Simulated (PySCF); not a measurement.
# C₅H₇ClGaN: electronic excitations

What electronic excitations should C₅H₇ClGaN (`C#[C][Ga@@H-]([CH2]Cl)[N+]#CC`) show?

Computed with PySCF 2.14.0, with density-fitted response routines of our own, on a single molecule in the gas phase. Atoms are numbered from 0 throughout.

## 1. Starting geometry

15 atoms, charge 0, multiplicity 1; geometry from: GFN2-xTB.

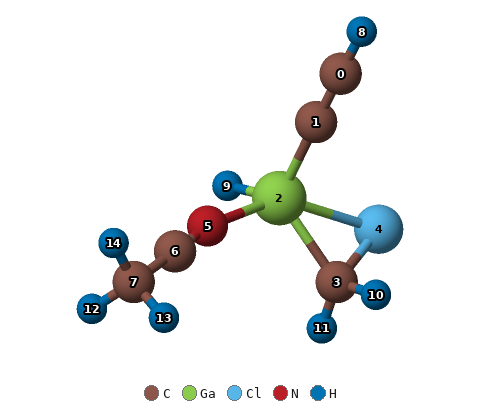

As it starts; carbon brown, gallium green, chlorine blue, nitrogen red, hydrogen blue, atoms numbered.

## 2. Ultraviolet spectrum: wB97X-D/def2-SVPD

Job settings and geometry (Å):

```
{"job": {"kind": "uv", "xc": "wB97X-D", "basis": "def2-SVPD", "nstates": 8, "ntriplets": 3}, "charge": 0, "multiplicity": 1}
C     -2.404850     2.121233     1.011352
C     -1.881915     1.059863     0.767580
Ga    -1.139498    -0.701789     0.411945
C     -1.508182    -1.496902    -1.395790
Cl    -3.107039    -1.827332    -0.565309
N      0.844514    -0.048942     0.190783
C      1.898641     0.237423    -0.157380
C      3.217078     0.592456    -0.565236
H     -2.850069     3.054824     1.221523
H     -0.843835    -1.658190     1.568492
H     -1.751719    -0.903490    -2.278916
H     -1.140537    -2.469435    -1.728131
H      3.899620    -0.227390    -0.341045
H      3.227034     0.788806    -1.637131
H      3.536342     1.486854    -0.030303
```

With the program's defaults for keys left out, this is: TDDFT wB97X-D/def2-SVPD, vertical, gas phase, core orbitals frozen in the response.

The run is started by

```sh
OMP_NUM_THREADS=1 python probes_run.py task.json out
```

This one command runs all jobs of the session in turn.

What it wrote:

```text
coarse grid: 62056 points
cycle   1  E = -2633.7634805944  dE =  4.243e-01  |g| = 6.719e-01  |ddm| = 7.760e+00
cycle   2  E = -2633.7289028894  dE =  3.458e-02  |g| = 8.726e-01  |ddm| = 2.199e+00
cycle   3  E = -2633.8636571034  dE = -1.348e-01  |g| = 1.379e-01  |ddm| = 1.160e+00
cycle   4  E = -2633.8672732024  dE = -3.616e-03  |g| = 6.356e-02  |ddm| = 3.023e-01
cycle   5  E = -2633.8679956597  dE = -7.225e-04  |g| = 1.270e-02  |ddm| = 1.275e-01
cycle   6  E = -2633.8680312217  dE = -3.556e-05  |g| = 2.447e-03  |ddm| = 3.896e-02
cycle   7  E = -2633.8680330899  dE = -1.868e-06  |g| = 1.349e-03  |ddm| = 1.022e-02
final grid: 129672 points
cycle   8  E = -2633.8680734709  dE = -1.584e-06  |g| = 2.102e-03  |ddm| = 1.661e-02
cycle   9  E = -2633.8680726261  dE =  8.449e-07  |g| = 2.854e-03  |ddm| = 7.728e-03
cycle  10  E = -2633.8680745446  dE = -1.919e-06  |g| = 1.962e-04  |ddm| = 4.444e-03
cycle  11  E = -2633.8680745548  dE = -1.023e-08  |g| = 7.169e-05  |ddm| = 3.844e-04
cycle  12  E = -2633.8680745569  dE = -2.048e-09  |g| = 2.316e-05  |ddm| = 2.054e-04
cycle  13  E = -2633.8680745572  dE = -2.678e-10  |g| = 6.557e-06  |ddm| = 7.340e-05
converged SCF energy = -2633.8680745572

Static polarisability (au): isotropic 105.766, principal 84.480 107.029 125.790

Singlet excitations
state   eV       nm        f      main configurations
  1   6.1045    203.1   0.06062   H->L+4 0.29, H->L 0.16, H->L+1 0.14
  2   6.2072    199.7   0.00161   H->L+2 0.17, H-2->L+8 0.09, H->L+4 0.08
  3   6.4324    192.7   0.01363   H->L+2 0.27, H->L 0.17
  4   6.4546    192.1   0.00461   H-1->L+6 0.24, H-1->L+7 0.17, H->L+2 0.14
  5   6.5623    188.9   0.00930   H->L+2 0.28, H->L 0.08
  6   6.6016    187.8   0.02065   H->L 0.32
  7   6.9308    178.9   0.00557   H-2->L 0.38, H-1->L 0.19, H-3->L 0.12
  8   7.0071    176.9   0.02608   H->L+1 0.35, H->L+3 0.17, H->L+4 0.13

Triplet excitations (Tamm-Dancoff, eV): 5.2621 5.4490 5.7635
```

It took 2.5 min on 1 thread of Arm Neoverse N1, shared host; peak memory 1.1 GiB.

Frontier orbitals and where they lie:

```
orbital     eV                        atoms
 HOMO−3  -9.91  Cl4 39 %, H9 17 %, Ga2 16 %
 HOMO−2  -9.27   C1 26 %, C0 26 %, Cl4 18 %
 HOMO−1  -9.16    C0 42 %, C1 41 %, Cl4 7 %
   HOMO  -8.73   C3 26 %, Cl4 21 %, C0 15 %
   LUMO   1.21    N5 32 %, C6 32 %, C7 14 %
 LUMO+1   1.29   C7 30 %, C6 20 %, Ga2 16 %
 LUMO+2   1.30    N5 34 %, C6 33 %, C7 14 %
```

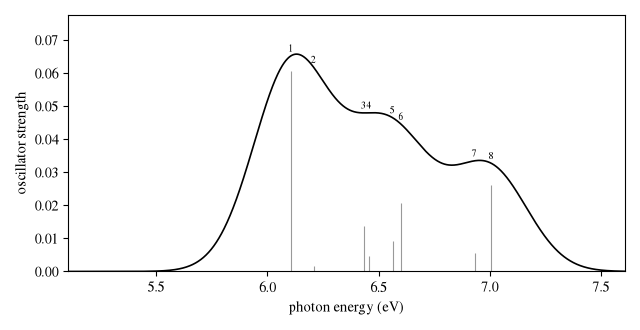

Absorption spectrum from the 8 singlet states computed; above the last one it falls off for lack of states. Lines are broadened to a width of 0.40 eV (Gaussian).

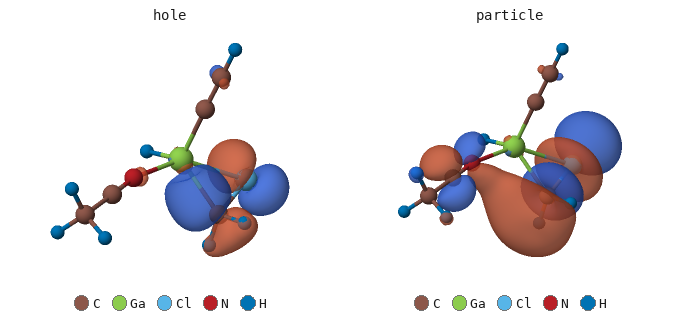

Leading natural transition orbitals of singlet state 1: the electron leaves the hole (left) for the particle orbital (right).

Further results of this job:

```
           property  computed
  dipole moment (D)      8.86
polarisability (Å³)     15.67
 HOMO–LUMO gap (eV)      9.93
      −ε(HOMO) (eV)      8.73
```

The fields below are evaluated on a grid from the run's orbitals.

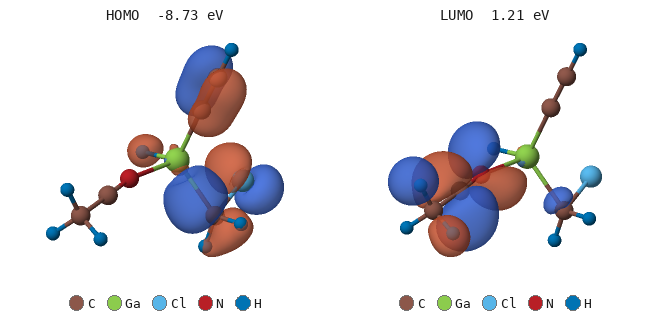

Frontier orbitals at wB97X-D/def2-SVPD; each surface holds 70 % of the orbital's density, blue and red mark the sign.

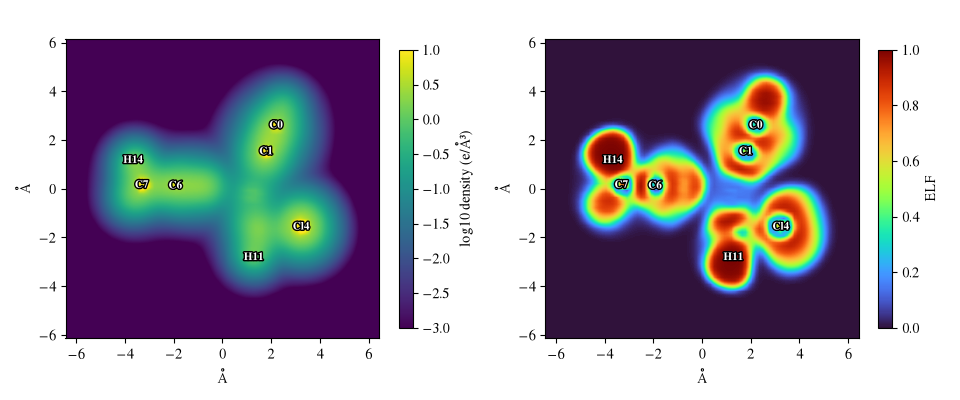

Density (left) and ELF (right) in a plane through or near 7 of the atoms.

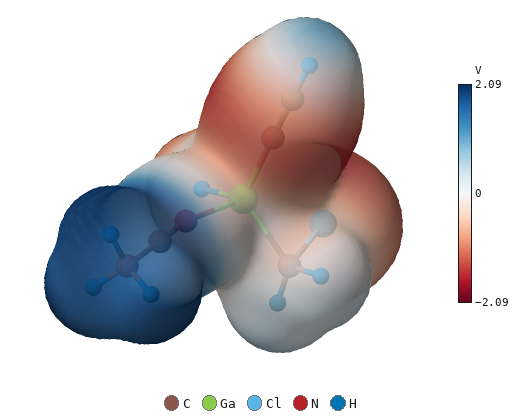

Electrostatic potential on the surface of density 0.002 e/bohr³; red is low, blue high. It runs from -1.66 V near C1 to 2.09 V near H13.

## 3. Summary of results

| quantity | value |
| --- | --- |
| lowest singlet (wB97X-D/def2-SVPD) | 6.10 eV (203 nm), f = 0.061 |
| lowest triplet | 5.26 eV |
| surface potential, least and greatest | -1.66 V and 2.09 V |

In words: The first singlet state (HOMO→LUMO+4 0.29, HOMO→LUMO 0.16) lies at 6.10 eV and is bright. The lowest triplet lies 0.84 eV below the lowest singlet (triplets in Tamm-Dancoff, singlets in full TDDFT).
